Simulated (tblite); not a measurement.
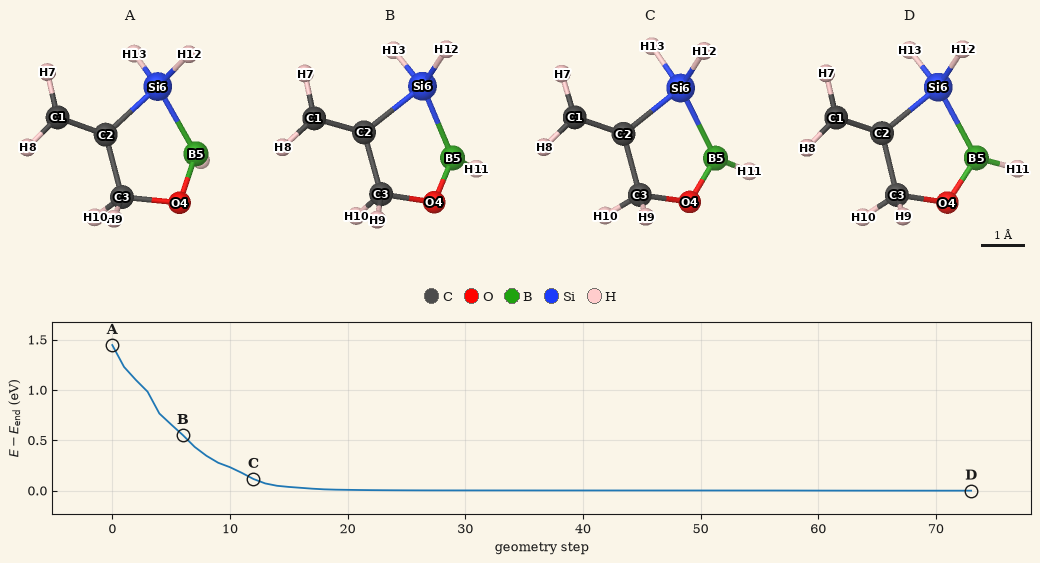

Frames of a relaxation of C3H7BOSi, marked on the history of the run. The picture is a ball-and-stick view, seen from a free direction.

The calculation used GFN2-xTB geometry optimisation, gas phase (tblite). 

Q: What happens along the run?

A: After 73 geometry steps the energy has fallen by 1.446 eV. The atom that moves furthest after the best rigid fit is H11 (0.98 Å). Largest moves by element: H 0.98 Å, O 0.58 Å, B 0.16 Å, C 0.15 Å, Si 0.13 Å. Near-neighbour distances that change, for instance: O4–B5 1.457 → 1.328 Å, C2–Si6 1.814 → 1.906 Å, B5–Si6 1.902 → 1.968 Å, C1–H7 1.095 → 1.076 Å. Among the angles between lasting bonds that change: Si6–B5–H11 116.1° → 134.9°, C3–O4–B5 108.2° → 120.3°, H12–Si6–H13 116.4° → 106.2°. Groups turn about C3–O4 by about 30°. From step 0 to 6: H11 moves most (0.42 Å), energy −0.894 eV. From step 6 to 12: H11 moves most (0.35 Å), energy −0.436 eV. From step 12 to 73: H11 moves most (0.33 Å), energy −0.116 eV.
